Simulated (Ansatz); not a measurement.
```csv
atom,x (Å),y (Å),z (Å)
C,-2.1683,0.3754,0.7733
Si,-1.0330,-1.0936,0.4614
Si,1.2364,-0.5859,0.3380
C,1.7006,0.5570,-1.0822
H,-1.8413,0.9376,1.6503
H,-2.1718,1.0539,-0.0852
H,-3.1948,0.0433,0.9431
H,-1.5162,-1.8810,-0.7130
H,1.9903,-1.8660,0.2197
H,1.6277,0.0497,1.6297
H,1.4411,0.1059,-2.0422
H,2.7750,0.7581,-1.0766
H,1.1747,1.5108,-1.0012
```

Geometry: PBE0-D4/def2-TZVP.

Method: UKS PBE0-D4/def2-TZVPP (Ansatz).

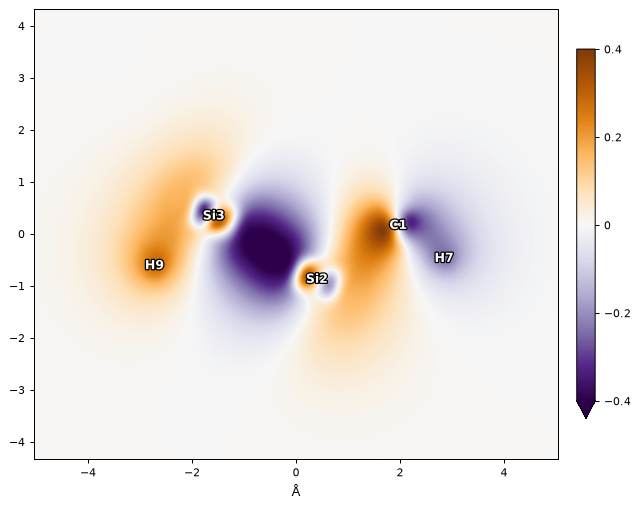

C₂H₉Si₂ (SMILES C[SiH][SiH2]C) (doublet). The HOMO−1 (α) on the plane of atoms C1, Si2 and Si3 (values in Å⁻³ᐟ²; the overall sign is arbitrary).

Q: Describe this orbital and give its energy.

A: It lies mainly on Si2 (about 35 %), Si3 (about 30 %), C1 (about 10 %) and H8 (about 10 %). Its energy is −8.06 eV.
